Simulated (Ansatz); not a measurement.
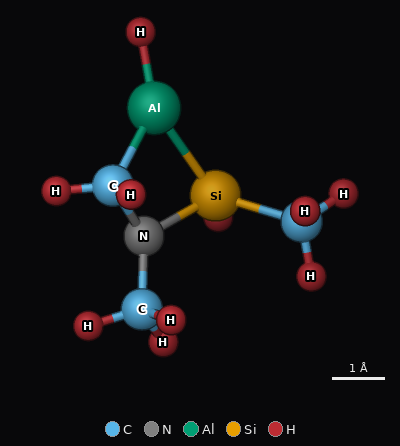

**Figure 1.** The structure as given in the input (ball-and-stick view, seen at a tilt). Sticks mark near contacts.

Molecular dynamics, with input and output: C$_{3}$H$_{10}$AlNSi (part 1 of 2)

- system: C$_{3}$H$_{10}$AlNSi, SMILES CN1[CH2][AlH][SiH]1C
- method: RKS B3LYP-D4/STO-3G (Ansatz 0.2.0)

It belongs to a series of runs on one base structure; here: dynamics from the start.

**Input file**
```yaml
crystal:
  periodic: [false, false, false]
  atoms:
    - { symbol: C, position_ang: [0.388094, -0.401011, 1.84427] }
    - { symbol: "N", position_ang: [0.7834, 0.010851, 0.470443] }
    - { symbol: C, position_ang: [1.371976, -1.091799, -0.395365] }
    - { symbol: Al, position_ang: [1.172885, -0.047731, -2.008924] }
    - { symbol: Si, position_ang: [-0.171116, 1.100694, -0.584941] }
    - { symbol: C, position_ang: [-2.038401, 0.785202, -0.520928] }
    - { symbol: H, position_ang: [1.258266, -0.81302, 2.393033] }
    - { symbol: H, position_ang: [-0.409617, -1.178998, 1.867645] }
    - { symbol: H, position_ang: [0.017105, 0.475899, 2.406653] }
    - { symbol: H, position_ang: [2.382512, -1.373858, -0.036723] }
    - { symbol: H, position_ang: [0.76545, -2.025584, -0.360722] }
    - { symbol: H, position_ang: [1.7751, -0.106121, -3.38525] }
    - { symbol: H, position_ang: [-0.010515, 2.471083, -0.12278] }
    - { symbol: H, position_ang: [-2.572249, 1.447034, -1.216326] }
    - { symbol: H, position_ang: [-2.293237, -0.248423, -0.788597] }
    - { symbol: H, position_ang: [-2.442354, 0.973281, 0.482714] }
basis:
  gaussian: { orbitals: STO-3G }
hamiltonian:
  xc: b3lyp
  dispersion: d4
md:
  timestep: 0.5
  n_steps: 100
  ensemble: nve
  temperature: 1000.0
  initial_velocities: maxwell_boltzmann
  seed: 632409
scf:
  lower_state_search: "off"
```

Run on 1 thread of Arm Neoverse V2, 24 GiB of memory available, shared host.

Run as:
```bash
ansatz run input.yaml --threads 1 --pin off --max-ram 2048MiB --backend cpu --events-out ev --progress --plain --runs-dir out
```

**Output**
```
Engine: ansatz 0.2.0, aarch64-unknown-linux-gnu
Functional definition: B3LYP
  parameter a0 = 0.2
  parameter ax = 0.72
  parameter ac = 0.81
  exchange = (1 - a0 - ax)*slater_x + ax*b88_x + a0*exact_x
  correlation = (1 - ac)*vwn_rpa_c + ac*lyp_c
these checks for a lower state are left out or cut short: stability, starts, cluster_reference, orbital_swaps, neighbouring_geometries, increment
681 factors; integrals over basis functions are off by at most 2.2e-5 eV
mean field evaluation 1: about -19008.0691 eV, gradient 2.6e1 eV
mean field evaluation 2: about -19005.6693 eV, gradient 3.9e1 eV
mean field evaluation 4: about -19010.3736 eV, gradient 1.5e0 eV
mean field evaluation 8: about -19010.2954 eV, gradient 2.7e-2 eV
mean field evaluation 16: about -19010.2954 eV, gradient 5.5e-6 eV
mean field -19010.29537618 eV, -698.6154694337 hartree, gradient 5.5e-6 eV, S^2 0.000000; 0 other end points of the search recorded, 0 dependent functions left out
the calculation of the forces begins
reference -19010.29561124 eV, -698.6154780718 hartree; 31, 31 occupied and 17, 17 virtual orbitals, 681 factors
md step     0: t =     0.00 fs  T =  1000.0 K  F+E_penalty+E_count = -19010.94636610 eV  E_kin = 1.809640 eV  conserved = -19009.13672612 eV  (14 SCF iters)
these checks for a lower state are left out or cut short: stability, starts, cluster_reference, orbital_swaps, neighbouring_geometries, increment
681 factors; integrals over basis functions are off by at most 2.2e-5 eV
mean field -19010.25670263 eV, -698.6140482070 hartree, gradient 1.4e-6 eV, S^2 0.000000; 0 other end points of the search recorded, 0 dependent functions left out
the calculation of the forces begins
reference -19010.25693799 eV, -698.6140568560 hartree; 31, 31 occupied and 17, 17 virtual orbitals, 681 factors
md step     1: t =     0.50 fs  T =   978.9 K  F+E_penalty+E_count = -19010.90749705 eV  E_kin = 1.771490 eV  conserved = -19009.13600716 eV  (18 SCF iters, 3 dispersion substeps)
[... from here on the SCF iterations and repeated set-up lines of each step are left out, up to the last step ...]
md step     2: t =     1.00 fs  T =   921.3 K  F+E_penalty+E_count = -19010.80152468 eV  E_kin = 1.667305 eV  conserved = -19009.13421958 eV  (18 SCF iters, 3 dispersion substeps)
md step     3: t =     1.50 fs  T =   842.2 K  F+E_penalty+E_count = -19010.65612185 eV  E_kin = 1.524135 eV  conserved = -19009.13198667 eV  (18 SCF iters, 3 dispersion substeps)
md step     4: t =     2.00 fs  T =   760.2 K  F+E_penalty+E_count = -19010.50588397 eV  E_kin = 1.375771 eV  conserved = -19009.13011290 eV  (18 SCF iters, 3 dispersion substeps)
md step     5: t =     2.50 fs  T =   691.2 K  F+E_penalty+E_count = -19010.37996814 eV  E_kin = 1.250749 eV  conserved = -19009.12921870 eV  (18 SCF iters, 3 dispersion substeps)
md step     6: t =     3.00 fs  T =   642.8 K  F+E_penalty+E_count = -19010.29259758 eV  E_kin = 1.163173 eV  conserved = -19009.12942465 eV  (19 SCF iters, 3 dispersion substeps)
md step     7: t =     3.50 fs  T =   613.7 K  F+E_penalty+E_count = -19010.24102823 eV  E_kin = 1.110662 eV  conserved = -19009.13036590 eV  (19 SCF iters, 3 dispersion substeps)
md step     8: t =     4.00 fs  T =   596.4 K  F+E_penalty+E_count = -19010.21085417 eV  E_kin = 1.079354 eV  conserved = -19009.13150006 eV  (19 SCF iters, 3 dispersion substeps)
md step     9: t =     4.50 fs  T =   581.3 K  F+E_penalty+E_count = -19010.18429871 eV  E_kin = 1.051906 eV  conserved = -19009.13239251 eV  (19 SCF iters, 3 dispersion substeps)
md step    10: t =     5.00 fs  T =   560.6 K  F+E_penalty+E_count = -19010.14723335 eV  E_kin = 1.014447 eV  conserved = -19009.13278617 eV  (19 SCF iters, 3 dispersion substeps)
md step    11: t =     5.50 fs  T =   531.1 K  F+E_penalty+E_count = -19010.09356567 eV  E_kin = 0.961021 eV  conserved = -19009.13254517 eV  (19 SCF iters, 3 dispersion substeps)
md step    12: t =     6.00 fs  T =   495.1 K  F+E_penalty+E_count = -19010.02750991 eV  E_kin = 0.895863 eV  conserved = -19009.13164643 eV  (19 SCF iters, 3 dispersion substeps)
md step    13: t =     6.50 fs  T =   460.5 K  F+E_penalty+E_count = -19009.96369586 eV  E_kin = 0.833405 eV  conserved = -19009.13029090 eV  (19 SCF iters, 3 dispersion substeps)
md step    14: t =     7.00 fs  T =   439.1 K  F+E_penalty+E_count = -19009.92357718 eV  E_kin = 0.794569 eV  conserved = -19009.12900772 eV  (19 SCF iters, 3 dispersion substeps)
md step    15: t =     7.50 fs  T =   441.2 K  F+E_penalty+E_count = -19009.92699417 eV  E_kin = 0.798492 eV  conserved = -19009.12850230 eV  (19 SCF iters, 3 dispersion substeps)
md step    16: t =     8.00 fs  T =   471.0 K  F+E_penalty+E_count = -19009.98148789 eV  E_kin = 0.852282 eV  conserved = -19009.12920582 eV  (19 SCF iters, 3 dispersion substeps)
md step    17: t =     8.50 fs  T =   522.3 K  F+E_penalty+E_count = -19010.07599275 eV  E_kin = 0.945091 eV  conserved = -19009.13090206 eV  (19 SCF iters, 3 dispersion substeps)
md step    18: t =     9.00 fs  T =   581.0 K  F+E_penalty+E_count = -19010.18417157 eV  E_kin = 1.051329 eV  conserved = -19009.13284286 eV  (19 SCF iters, 3 dispersion substeps)
md step    19: t =     9.50 fs  T =   630.8 K  F+E_penalty+E_count = -19010.27574611 eV  E_kin = 1.141527 eV  conserved = -19009.13421944 eV  (19 SCF iters, 3 dispersion substeps)
md step    20: t =    10.00 fs  T =   660.0 K  F+E_penalty+E_count = -19010.32898004 eV  E_kin = 1.194433 eV  conserved = -19009.13454656 eV  (18 SCF iters, 3 dispersion substeps)
md step    21: t =    10.50 fs  T =   665.7 K  F+E_penalty+E_count = -19010.33838053 eV  E_kin = 1.204593 eV  conserved = -19009.13378794 eV  (18 SCF iters, 3 dispersion substeps)
md step    22: t =    11.00 fs  T =   653.7 K  F+E_penalty+E_count = -19010.31537384 eV  E_kin = 1.183043 eV  conserved = -19009.13233061 eV  (19 SCF iters, 3 dispersion substeps)
md step    23: t =    11.50 fs  T =   636.3 K  F+E_penalty+E_count = -19010.28227081 eV  E_kin = 1.151414 eV  conserved = -19009.13085668 eV  (18 SCF iters, 3 dispersion substeps)
md step    24: t =    12.00 fs  T =   625.4 K  F+E_penalty+E_count = -19010.26171631 eV  E_kin = 1.131663 eV  conserved = -19009.13005370 eV  (18 SCF iters, 3 dispersion substeps)
md step    25: t =    12.50 fs  T =   627.8 K  F+E_penalty+E_count = -19010.26623779 eV  E_kin = 1.136017 eV  conserved = -19009.13022111 eV  (18 SCF iters, 3 dispersion substeps)
md step    26: t =    13.00 fs  T =   642.4 K  F+E_penalty+E_count = -19010.29356092 eV  E_kin = 1.162437 eV  conserved = -19009.13112417 eV  (19 SCF iters, 3 dispersion substeps)
md step    27: t =    13.50 fs  T =   661.9 K  F+E_penalty+E_count = -19010.32993702 eV  E_kin = 1.197720 eV  conserved = -19009.13221719 eV  (19 SCF iters, 3 dispersion substeps)
md step    28: t =    14.00 fs  T =   677.1 K  F+E_penalty+E_count = -19010.35825712 eV  E_kin = 1.225229 eV  conserved = -19009.13302861 eV  (19 SCF iters, 3 dispersion substeps)
md step    29: t =    14.50 fs  T =   680.8 K  F+E_penalty+E_count = -19010.36541858 eV  E_kin = 1.232071 eV  conserved = -19009.13334756 eV  (19 SCF iters, 3 dispersion substeps)
md step    30: t =    15.00 fs  T =   670.2 K  F+E_penalty+E_count = -19010.34594189 eV  E_kin = 1.212762 eV  conserved = -19009.13317969 eV  (19 SCF iters, 3 dispersion substeps)
md step    31: t =    15.50 fs  T =   646.4 K  F+E_penalty+E_count = -19010.30230885 eV  E_kin = 1.169711 eV  conserved = -19009.13259765 eV  (19 SCF iters, 3 dispersion substeps)
md step    32: t =    16.00 fs  T =   614.6 K  F+E_penalty+E_count = -19010.24389121 eV  E_kin = 1.112194 eV  conserved = -19009.13169721 eV  (19 SCF iters, 3 dispersion substeps)
md step    33: t =    16.50 fs  T =   582.7 K  F+E_penalty+E_count = -19010.18520062 eV  E_kin = 1.054537 eV  conserved = -19009.13066335 eV  (19 SCF iters, 3 dispersion substeps)
md step    34: t =    17.00 fs  T =   559.7 K  F+E_penalty+E_count = -19010.14262547 eV  E_kin = 1.012776 eV  conserved = -19009.12984903 eV  (19 SCF iters, 3 dispersion substeps)
md step    35: t =    17.50 fs  T =   552.1 K  F+E_penalty+E_count = -19010.12877836 eV  E_kin = 0.999089 eV  conserved = -19009.12968932 eV  (19 SCF iters, 3 dispersion substeps)
md step    36: t =    18.00 fs  T =   561.2 K  F+E_penalty+E_count = -19010.14596601 eV  E_kin = 1.015552 eV  conserved = -19009.13041437 eV  (19 SCF iters, 3 dispersion substeps)
md step    37: t =    18.50 fs  T =   580.8 K  F+E_penalty+E_count = -19010.18292626 eV  E_kin = 1.051111 eV  conserved = -19009.13181547 eV  (19 SCF iters, 3 dispersion substeps)
md step    38: t =    19.00 fs  T =   599.4 K  F+E_penalty+E_count = -19010.21810166 eV  E_kin = 1.084780 eV  conserved = -19009.13332193 eV  (19 SCF iters, 3 dispersion substeps)
md step    39: t =    19.50 fs  T =   604.6 K  F+E_penalty+E_count = -19010.22836486 eV  E_kin = 1.094062 eV  conserved = -19009.13430331 eV  (19 SCF iters, 3 dispersion substeps)
md step    40: t =    20.00 fs  T =   588.2 K  F+E_penalty+E_count = -19010.19878466 eV  E_kin = 1.064452 eV  conserved = -19009.13433280 eV  (19 SCF iters, 3 dispersion substeps)
md step    41: t =    20.50 fs  T =   550.4 K  F+E_penalty+E_count = -19010.12933315 eV  E_kin = 0.996020 eV  conserved = -19009.13331349 eV  (19 SCF iters, 3 dispersion substeps)
md step    42: t =    21.00 fs  T =   500.0 K  F+E_penalty+E_count = -19010.03632699 eV  E_kin = 0.904786 eV  conserved = -19009.13154089 eV  (19 SCF iters, 3 dispersion substeps)
md step    43: t =    21.50 fs  T =   452.0 K  F+E_penalty+E_count = -19009.94759968 eV  E_kin = 0.817909 eV  conserved = -19009.12969033 eV  (19 SCF iters, 3 dispersion substeps)
md step    44: t =    22.00 fs  T =   421.8 K  F+E_penalty+E_count = -19009.89192140 eV  E_kin = 0.763348 eV  conserved = -19009.12857315 eV  (19 SCF iters, 3 dispersion substeps)
md step    45: t =    22.50 fs  T =   418.9 K  F+E_penalty+E_count = -19009.88665234 eV  E_kin = 0.757989 eV  conserved = -19009.12866330 eV  (19 SCF iters, 3 dispersion substeps)
md step    46: t =    23.00 fs  T =   442.5 K  F+E_penalty+E_count = -19009.93059058 eV  E_kin = 0.800802 eV  conserved = -19009.12978902 eV  (19 SCF iters, 3 dispersion substeps)
md step    47: t =    23.50 fs  T =   483.6 K  F+E_penalty+E_count = -19010.00641758 eV  E_kin = 0.875096 eV  conserved = -19009.13132178 eV  (19 SCF iters, 3 dispersion substeps)
md step    48: t =    24.00 fs  T =   529.1 K  F+E_penalty+E_count = -19010.09005685 eV  E_kin = 0.957406 eV  conserved = -19009.13265075 eV  (19 SCF iters, 3 dispersion substeps)
md step    49: t =    24.50 fs  T =   567.4 K  F+E_penalty+E_count = -19010.16019884 eV  E_kin = 1.026749 eV  conserved = -19009.13345002 eV  (19 SCF iters, 3 dispersion substeps)
md step    50: t =    25.00 fs  T =   591.4 K  F+E_penalty+E_count = -19010.20379878 eV  E_kin = 1.070162 eV  conserved = -19009.13363642 eV  (19 SCF iters, 3 dispersion substeps)
md step    51: t =    25.50 fs  T =   599.3 K  F+E_penalty+E_count = -19010.21774864 eV  E_kin = 1.084508 eV  conserved = -19009.13324098 eV  (19 SCF iters, 3 dispersion substeps)
md step    52: t =    26.00 fs  T =   594.6 K  F+E_penalty+E_count = -19010.20840442 eV  E_kin = 1.076020 eV  conserved = -19009.13238444 eV  (19 SCF iters, 3 dispersion substeps)
md step    53: t =    26.50 fs  T =   584.7 K  F+E_penalty+E_count = -19010.18936915 eV  E_kin = 1.058016 eV  conserved = -19009.13135346 eV  (19 SCF iters, 3 dispersion substeps)
md step    54: t =    27.00 fs  T =   578.1 K  F+E_penalty+E_count = -19010.17672306 eV  E_kin = 1.046126 eV  conserved = -19009.13059719 eV  (19 SCF iters, 3 dispersion substeps)
md step    55: t =    27.50 fs  T =   581.1 K  F+E_penalty+E_count = -19010.18203246 eV  E_kin = 1.051503 eV  conserved = -19009.13052921 eV  (19 SCF iters, 3 dispersion substeps)
md step    56: t =    28.00 fs  T =   594.0 K  F+E_penalty+E_count = -19010.20618400 eV  E_kin = 1.074943 eV  conserved = -19009.13124138 eV  (19 SCF iters, 3 dispersion substeps)
md step    57: t =    28.50 fs  T =   611.0 K  F+E_penalty+E_count = -19010.23806085 eV  E_kin = 1.105631 eV  conserved = -19009.13243024 eV  (19 SCF iters, 3 dispersion substeps)
md step    58: t =    29.00 fs  T =   622.0 K  F+E_penalty+E_count = -19010.25912243 eV  E_kin = 1.125525 eV  conserved = -19009.13359787 eV  (19 SCF iters, 3 dispersion substeps)
md step    59: t =    29.50 fs  T =   617.1 K  F+E_penalty+E_count = -19010.25104993 eV  E_kin = 1.116746 eV  conserved = -19009.13430367 eV  (19 SCF iters, 3 dispersion substeps)
md step    60: t =    30.00 fs  T =   590.4 K  F+E_penalty+E_count = -19010.20273975 eV  E_kin = 1.068465 eV  conserved = -19009.13427474 eV  (19 SCF iters, 3 dispersion substeps)
md step    61: t =    30.50 fs  T =   542.3 K  F+E_penalty+E_count = -19010.11473012 eV  E_kin = 0.981304 eV  conserved = -19009.13342599 eV  (19 SCF iters, 3 dispersion substeps)
md step    62: t =    31.00 fs  T =   480.0 K  F+E_penalty+E_count = -19010.00046877 eV  E_kin = 0.868553 eV  conserved = -19009.13191549 eV  (18 SCF iters, 3 dispersion substeps)
md step    63: t =    31.50 fs  T =   416.3 K  F+E_penalty+E_count = -19009.88357071 eV  E_kin = 0.753356 eV  conserved = -19009.13021502 eV  (19 SCF iters, 3 dispersion substeps)
md step    64: t =    32.00 fs  T =   365.4 K  F+E_penalty+E_count = -19009.79030638 eV  E_kin = 0.661297 eV  conserved = -19009.12900977 eV  (19 SCF iters, 3 dispersion substeps)
md step    65: t =    32.50 fs  T =   337.3 K  F+E_penalty+E_count = -19009.73915949 eV  E_kin = 0.610333 eV  conserved = -19009.12882665 eV  (19 SCF iters, 3 dispersion substeps)
md step    66: t =    33.00 fs  T =   333.4 K  F+E_penalty+E_count = -19009.73299909 eV  E_kin = 0.603348 eV  conserved = -19009.12965128 eV  (19 SCF iters, 3 dispersion substeps)
md step    67: t =    33.50 fs  T =   347.2 K  F+E_penalty+E_count = -19009.75925683 eV  E_kin = 0.628303 eV  conserved = -19009.13095390 eV  (19 SCF iters, 3 dispersion substeps)
md step    68: t =    34.00 fs  T =   367.8 K  F+E_penalty+E_count = -19009.79776482 eV  E_kin = 0.665669 eV  conserved = -19009.13209550 eV  (19 SCF iters, 3 dispersion substeps)
md step    69: t =    34.50 fs  T =   385.6 K  F+E_penalty+E_count = -19009.83053425 eV  E_kin = 0.697859 eV  conserved = -19009.13267574 eV  (19 SCF iters, 3 dispersion substeps)
md step    70: t =    35.00 fs  T =   395.5 K  F+E_penalty+E_count = -19009.84822789 eV  E_kin = 0.715634 eV  conserved = -19009.13259418 eV  (19 SCF iters, 3 dispersion substeps)
md step    71: t =    35.50 fs  T =   397.9 K  F+E_penalty+E_count = -19009.85204455 eV  E_kin = 0.720093 eV  conserved = -19009.13195131 eV  (19 SCF iters, 3 dispersion substeps)
md step    72: t =    36.00 fs  T =   398.5 K  F+E_penalty+E_count = -19009.85218809 eV  E_kin = 0.721198 eV  conserved = -19009.13098974 eV  (19 SCF iters, 3 dispersion substeps)
md step    73: t =    36.50 fs  T =   405.5 K  F+E_penalty+E_count = -19009.86383044 eV  E_kin = 0.733731 eV  conserved = -19009.13009922 eV  (19 SCF iters, 3 dispersion substeps)
md step    74: t =    37.00 fs  T =   426.1 K  F+E_penalty+E_count = -19009.90080516 eV  E_kin = 0.771055 eV  conserved = -19009.12974991 eV  (19 SCF iters, 3 dispersion substeps)
md step    75: t =    37.50 fs  T =   463.1 K  F+E_penalty+E_count = -19009.96835935 eV  E_kin = 0.838102 eV  conserved = -19009.13025740 eV  (19 SCF iters, 3 dispersion substeps)
md step    76: t =    38.00 fs  T =   512.2 K  F+E_penalty+E_count = -19010.05849057 eV  E_kin = 0.926951 eV  conserved = -19009.13153928 eV  (19 SCF iters, 3 dispersion substeps)
md step    77: t =    38.50 fs  T =   562.6 K  F+E_penalty+E_count = -19010.15131314 eV  E_kin = 1.018186 eV  conserved = -19009.13312666 eV  (19 SCF iters, 3 dispersion substeps)
md step    78: t =    39.00 fs  T =   601.1 K  F+E_penalty+E_count = -19010.22219011 eV  E_kin = 1.087747 eV  conserved = -19009.13444352 eV  (19 SCF iters, 3 dispersion substeps)
md step    79: t =    39.50 fs  T =   616.5 K  F+E_penalty+E_count = -19010.25062864 eV  E_kin = 1.115560 eV  conserved = -19009.13506818 eV  (19 SCF iters, 3 dispersion substeps)
md step    80: t =    40.00 fs  T =   603.6 K  F+E_penalty+E_count = -19010.22702458 eV  E_kin = 1.092222 eV  conserved = -19009.13480232 eV  (19 SCF iters, 3 dispersion substeps)
md step    81: t =    40.50 fs  T =   564.9 K  F+E_penalty+E_count = -19010.15590068 eV  E_kin = 1.022245 eV  conserved = -19009.13365590 eV  (19 SCF iters, 3 dispersion substeps)
md step    82: t =    41.00 fs  T =   510.4 K  F+E_penalty+E_count = -19010.05561183 eV  E_kin = 0.923719 eV  conserved = -19009.13189260 eV  (19 SCF iters, 3 dispersion substeps)
md step    83: t =    41.50 fs  T =   455.2 K  F+E_penalty+E_count = -19009.95386472 eV  E_kin = 0.823765 eV  conserved = -19009.13009930 eV  (19 SCF iters, 3 dispersion substeps)
md step    84: t =    42.00 fs  T =   414.1 K  F+E_penalty+E_count = -19009.87840946 eV  E_kin = 0.749366 eV  conserved = -19009.12904329 eV  (19 SCF iters, 3 dispersion substeps)
md step    85: t =    42.50 fs  T =   395.8 K  F+E_penalty+E_count = -19009.84544361 eV  E_kin = 0.716228 eV  conserved = -19009.12921604 eV  (19 SCF iters, 3 dispersion substeps)
md step    86: t =    43.00 fs  T =   399.0 K  F+E_penalty+E_count = -19009.85239926 eV  E_kin = 0.721959 eV  conserved = -19009.13044010 eV  (19 SCF iters, 3 dispersion substeps)
md step    87: t =    43.50 fs  T =   413.7 K  F+E_penalty+E_count = -19009.88057300 eV  E_kin = 0.748567 eV  conserved = -19009.13200627 eV  (19 SCF iters, 3 dispersion substeps)
md step    88: t =    44.00 fs  T =   426.9 K  F+E_penalty+E_count = -19009.90566205 eV  E_kin = 0.772468 eV  conserved = -19009.13319451 eV  (19 SCF iters, 3 dispersion substeps)
md step    89: t =    44.50 fs  T =   428.4 K  F+E_penalty+E_count = -19009.90882927 eV  E_kin = 0.775196 eV  conserved = -19009.13363284 eV  (19 SCF iters, 3 dispersion substeps)
md step    90: t =    45.00 fs  T =   414.2 K  F+E_penalty+E_count = -19009.88286850 eV  E_kin = 0.749582 eV  conserved = -19009.13328676 eV  (19 SCF iters, 3 dispersion substeps)
md step    91: t =    45.50 fs  T =   387.3 K  F+E_penalty+E_count = -19009.83312233 eV  E_kin = 0.700811 eV  conserved = -19009.13231148 eV  (19 SCF iters, 3 dispersion substeps)
md step    92: t =    46.00 fs  T =   355.9 K  F+E_penalty+E_count = -19009.77507168 eV  E_kin = 0.644077 eV  conserved = -19009.13099453 eV  (19 SCF iters, 3 dispersion substeps)
md step    93: t =    46.50 fs  T =   331.4 K  F+E_penalty+E_count = -19009.72953993 eV  E_kin = 0.599758 eV  conserved = -19009.12978169 eV  (19 SCF iters, 3 dispersion substeps)
md step    94: t =    47.00 fs  T =   324.0 K  F+E_penalty+E_count = -19009.71545504 eV  E_kin = 0.586249 eV  conserved = -19009.12920559 eV  (19 SCF iters, 3 dispersion substeps)
md step    95: t =    47.50 fs  T =   338.2 K  F+E_penalty+E_count = -19009.74166367 eV  E_kin = 0.612076 eV  conserved = -19009.12958816 eV  (19 SCF iters, 3 dispersion substeps)
md step    96: t =    48.00 fs  T =   371.0 K  F+E_penalty+E_count = -19009.80216643 eV  E_kin = 0.671397 eV  conserved = -19009.13076988 eV  (19 SCF iters, 3 dispersion substeps)
md step    97: t =    48.50 fs  T =   412.4 K  F+E_penalty+E_count = -19009.87853907 eV  E_kin = 0.746337 eV  conserved = -19009.13220252 eV  (19 SCF iters, 3 dispersion substeps)
md step    98: t =    49.00 fs  T =   450.3 K  F+E_penalty+E_count = -19009.94817808 eV  E_kin = 0.814851 eV  conserved = -19009.13332739 eV  (19 SCF iters, 3 dispersion substeps)
md step    99: t =    49.50 fs  T =   474.8 K  F+E_penalty+E_count = -19009.99298455 eV  E_kin = 0.859145 eV  conserved = -19009.13383908 eV  (19 SCF iters, 3 dispersion substeps)
these checks for a lower state are left out or cut short: stability, starts, cluster_reference, orbital_swaps, neighbouring_geometries, increment
681 factors; integrals over basis functions are off by at most 3.7e-5 eV
mean field -19009.37120382 eV, -698.5815067258 hartree, gradient 2.0e-6 eV, S^2 0.000000; 0 other end points of the search recorded, 0 dependent functions left out
the calculation of the forces begins
reference -19009.37144423 eV, -698.5815155608 hartree; 31, 31 occupied and 17, 17 virtual orbitals, 681 factors
md step   100: t =    50.00 fs  T =   481.2 K  F+E_penalty+E_count = -19010.00448332 eV  E_kin = 0.870813 eV  conserved = -19009.13367055 eV  (19 SCF iters, 3 dispersion substeps)
```
